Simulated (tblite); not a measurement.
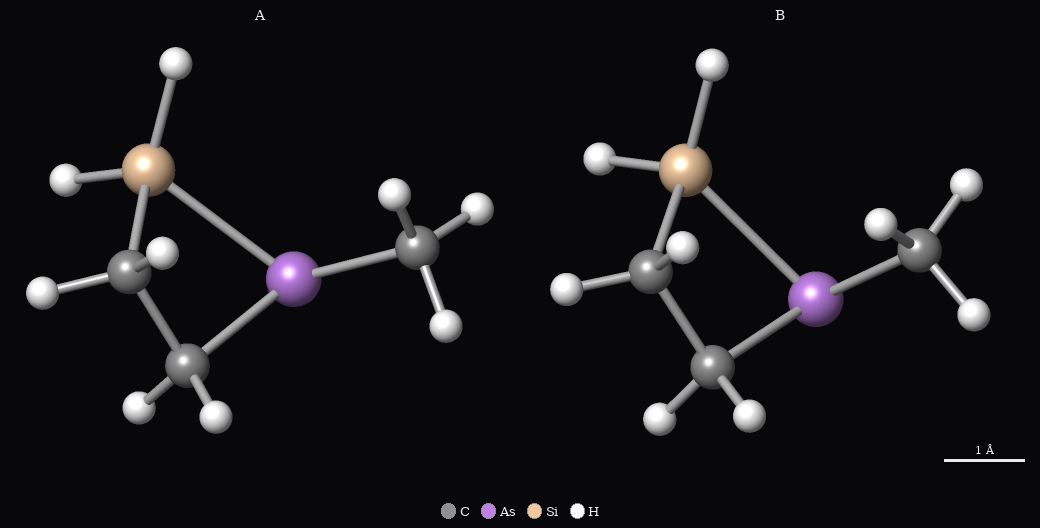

Two geometries of C₃H₉AsSi, drawn at one scale. One is the start of a relaxation, the other its converged end. Style: ball-and-stick. Shown at a tilt.

All numbers below come from tblite 0.8.0, GFN2-xTB geometry optimisation, gas phase. 

Question: Which one is relaxed?

Answer: Structure B is the relaxed one. The atom that moves furthest after the best rigid fit is an H atom (0.57 Å). Largest moves by element: H 0.57 Å, As 0.37 Å, C 0.24 Å, Si 0.23 Å. Near-neighbour distances that change, for instance: C–Si 1.839 → 1.912 Å, As–Si 2.306 → 2.358 Å, As–C 1.966 → 2.007 Å, C–H 1.125 → 1.091 Å. Among the angles between lasting bonds that change: C–As–Si 115.7° → 96.2°, C–As–C 111.3° → 97.4°, Si–C–H 108.8° → 117.8°. Groups turn about As–C by about 25°. The energy falls by 78.3 kJ/mol in 89 geometry steps. The run took 0.79 s on 1 thread of Arm Neoverse N1, on a shared host.
